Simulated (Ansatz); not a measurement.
## Electronic structure of C6H18AlP (SMILES CC[P+]([AlH3-])(CC)CC) in real space

Input

```
crystal:
  periodic: [false, false, false]
  atoms:
    - {symbol: C, position_ang: [2.171357, 1.463992, -0.979635]}
    - {symbol: C, position_ang: [1.725073, 0.591838, 0.184839]}
    - {symbol: P, position_ang: [0.003252, 0.007282, 0.013744]}
    - {symbol: Al, position_ang: [-0.473527, -1.069288, -2.136334]}
    - {symbol: C, position_ang: [-1.021550, 1.481907, 0.346730]}
    - {symbol: C, position_ang: [-2.510650, 1.216755, 0.179262]}
    - {symbol: C, position_ang: [-0.263019, -1.077972, 1.458388]}
    - {symbol: C, position_ang: [0.458584, -2.412194, 1.335885]}
    - {symbol: H, position_ang: [3.218076, 1.751364, -0.861891]}
    - {symbol: H, position_ang: [2.071338, 0.931642, -1.927679]}
    - {symbol: H, position_ang: [1.583794, 2.381587, -1.049359]}
    - {symbol: H, position_ang: [2.347474, -0.305749, 0.238186]}
    - {symbol: H, position_ang: [1.827044, 1.115398, 1.141616]}
    - {symbol: H, position_ang: [0.910189, -1.853046, -2.368184]}
    - {symbol: H, position_ang: [-0.739906, 0.228918, -3.045375]}
    - {symbol: H, position_ang: [-1.753572, -1.951034, -1.727801]}
    - {symbol: H, position_ang: [-0.696501, 2.245588, -0.365345]}
    - {symbol: H, position_ang: [-0.789702, 1.853879, 1.350630]}
    - {symbol: H, position_ang: [-2.732293, 0.851855, -0.825679]}
    - {symbol: H, position_ang: [-3.081871, 2.133248, 0.339944]}
    - {symbol: H, position_ang: [-2.874082, 0.473112, 0.891284]}
    - {symbol: H, position_ang: [0.036975, -0.540220, 2.364343]}
    - {symbol: H, position_ang: [-1.342342, -1.242426, 1.521052]}
    - {symbol: H, position_ang: [0.234743, -3.047363, 2.195256]}
    - {symbol: H, position_ang: [1.542268, -2.286286, 1.292843]}
    - {symbol: H, position_ang: [0.148828, -2.942798, 0.433279]}
basis:
  gaussian: {orbitals: def2-TZVPP}
hamiltonian: {xc: pbe0, dispersion: d4}
output: {orbitals: {seedname: orbitals}}
```

Launched as:

```sh
ansatz run in.yaml --threads 4 --pin off --events-out ev --progress --plain --max-ram 46080MiB --backend cuda --devices 0, --max-vram 37GiB
```

Geometry: PBE0-D4/def2-TZVP.

These are results of RKS PBE0-D4/def2-TZVPP (Ansatz), not measurements.

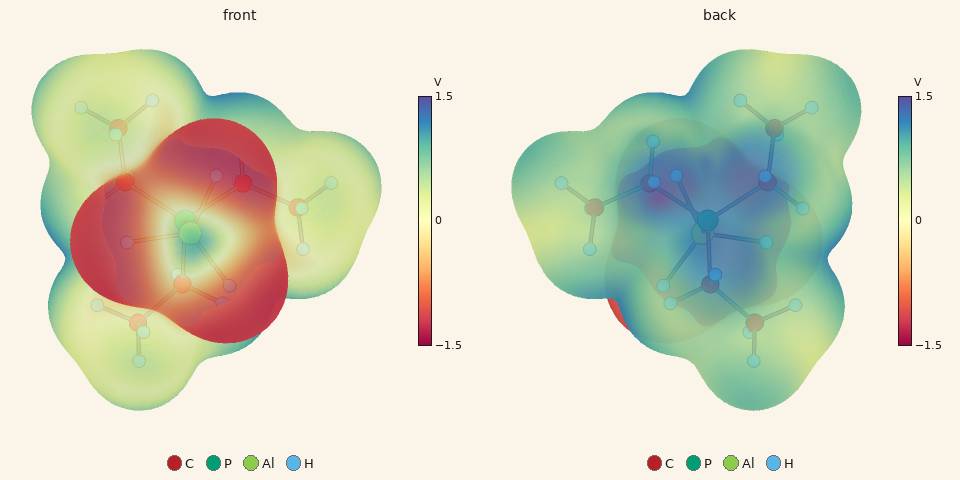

Figure 1. The molecular electrostatic potential painted on the density surface at 0.002 e/bohr³, seen from the front and from behind; red is negative and blue positive.

**Where is the surface potential most negative and most positive?**

The most negative region (about −1.3 V) lies over H14, H15 and H16, the most positive (about +1.3 V) over H13, H18 and H22.

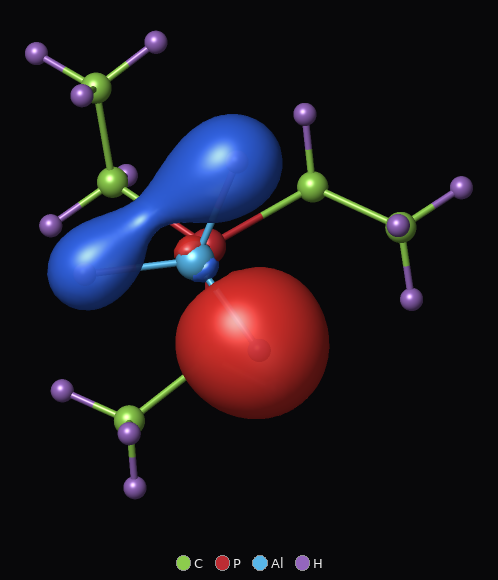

Figure 2. The HOMO at ±0.15 Å⁻³ᐟ² (blue and red are the two phases), seen across its widest extent.

**Describe this orbital and give its energy.**

By Hirshfeld shares it lies mainly on H16 (about 40 %), Al4 (about 35 %), H15 (about 10 %) and H14 (about 10 %). It is one of a degenerate set, so its orientation is arbitrary. Its energy is −7.31 eV.

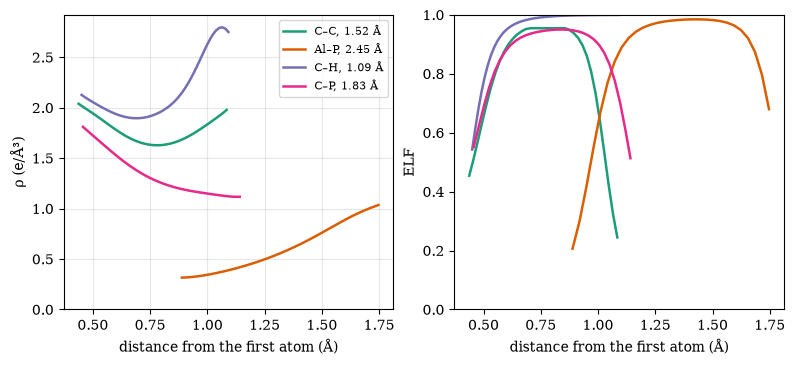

Figure 3. Total electron density and electron localisation function along straight lines between neighbouring atoms. The curves leave out the atomic cores.

**What kind of bonding do the profiles show?**

C–C (1.52 Å): ρ is about 1.6 e/Å³ halfway; the ELF peaks at about 0.95 between the atoms (a shared electron pair).
Al–P (2.45 Å): the density is about 0.48 e/Å³ at the midpoint; the ELF peaks at about 1 between the atoms, as expected for localised, covalent bonding.
C–H (1.09 Å): the density is about 2 e/Å³ at the midpoint; the ELF climbs to about 1 towards the hydrogen, as it does in any bond to H; an ordinary covalent bond to hydrogen.
C–P (1.83 Å): ρ at the midpoint is about 1.2 e/Å³; the ELF peaks at about 0.95 between the atoms: a covalent bond.
